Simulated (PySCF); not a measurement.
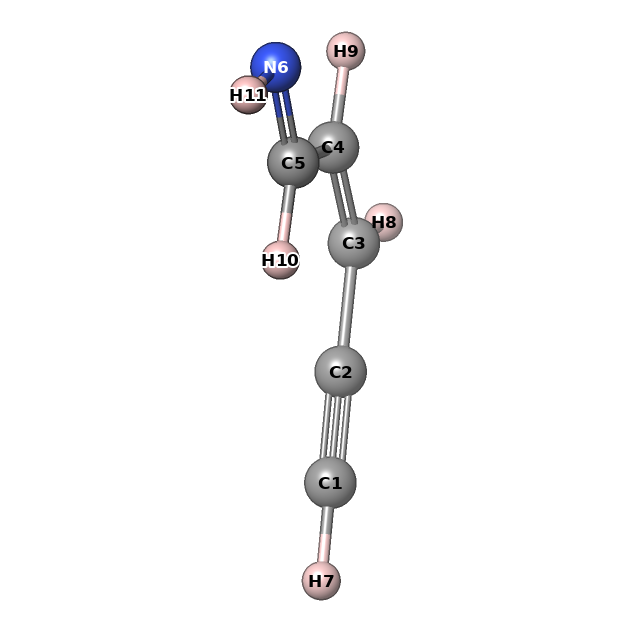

C4 lies behind C5. The molecule seen a little off the C5–C4 bond, C5 in front. Atoms fade into the background with distance from the viewer. The geometry was computed by an optimisation with PBE0-D3(BJ)/def2-SVP. No frequency run is at hand to confirm it as a minimum.

> What is the torsion angle N6–C5–C4–C3? The sign is positive where the front bond must turn clockwise to cover the back bond.

180°, antiperiplanar (anti).
